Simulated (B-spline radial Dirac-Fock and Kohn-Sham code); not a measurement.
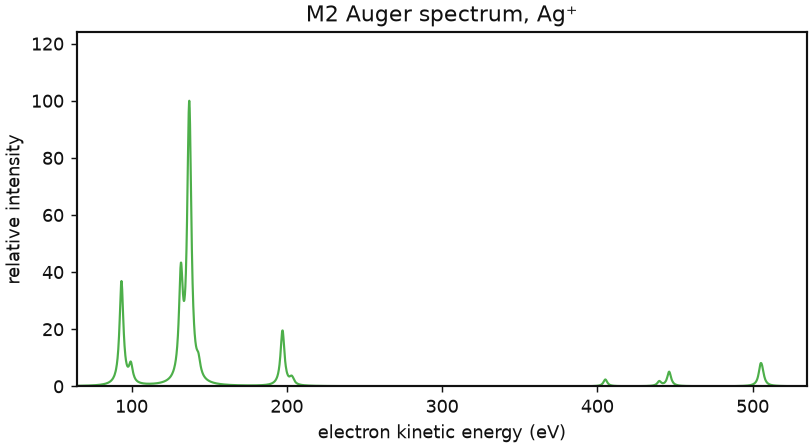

Auger and Coster–Kronig groups that fill an M2 (3p1/2) hole, broadened by 3.0 eV full width. Kinetic energies count from the vacuum level; very weak lines are left out. It refers to the ion Ag⁺. Level of theory: independent-particle Coulomb rates on relativistic LDA orbitals, configuration-average energies from Dirac–Fock; calculated with a radial B-spline solver. Widths ruled by Coster–Kronig decay come out up to twice the measured ones in this model.

Which group is strongest?

M2-M4N3 at 136.9 eV, 24 % of the non-radiative width.

How wide is the M2 level from this decay?

The non-radiative width is 3.61 eV.
